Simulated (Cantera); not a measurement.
Charge: 1 mol trisilylamine, 0.42 mol NH₃, 0.14 mol H₂, equilibrated at 0.270 bar.

Cantera equilibrium calculation (NASA polynomials, part measured and part estimated; ideal gas, pure solids and liquids). Candidate condensed phases: Si, Si₃N₄; 18 gas species. The feed counts by its element totals alone. Mutual solubility and eutectic melting of coexisting phases are not modelled. Gases not in the tables: Si₂H₆ and higher silanes. The numbers say what is thermodynamically allowed, not how fast it happens.

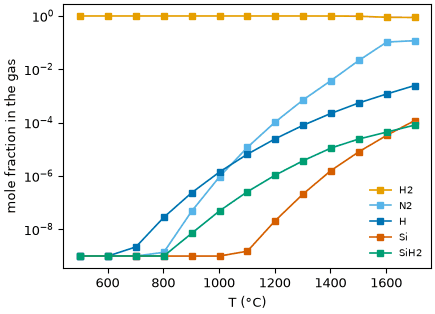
Figure: Equilibrium gas composition (values under 1e-9 drawn at 1e-9)

From 502 °C to 1402 °C the condensed part is Si(s) + Si₃N₄(s). From 1502 °C to 1602 °C the condensed part is Si(l) + Si₃N₄(s). At 1702 °C the condensed part is Si(l). The main Si-bearing gas is SiH₄ at 502 °C and Si at 1702 °C.
